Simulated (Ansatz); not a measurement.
# Direct or indirect: AlN (F-43m)

```
Al N
1.0
     0.00000    2.18399    2.18399
     2.18399    0.00000    2.18399
     2.18399    2.18399    0.00000
Al N
1 1
Direct
  0.00000 0.00000 0.00000
  0.25000 0.25000 0.25000
```

Method: Ansatz, PBE, independent particles, without spin-orbit coupling, line width 0.15 eV (Gaussian). The band structure gives a fundamental gap of 3.33 eV. The spectrum of vertical transitions near the edge:

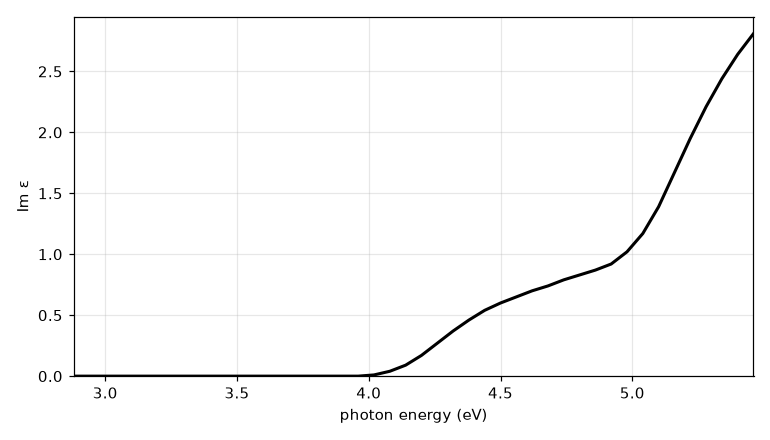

Q: Is the gap direct or indirect, and about where do vertical transitions set in?

A: Indirect, by the band path, whose least direct gap is 4.19 eV. The curves fit this: they stay near zero above 3.33 eV and rise only from about 4.2 eV, though a forbidden direct transition would look alike. Lines are broadened by 0.15 eV, which spreads the edge, and phonons, which would give weak absorption from the fundamental gap up, are left out.

[Logs are printed without paths, hosts, clocks, repeated set-up lines and the standing remarks that a program may print on its own settings, such as how far it seeks lower states.]
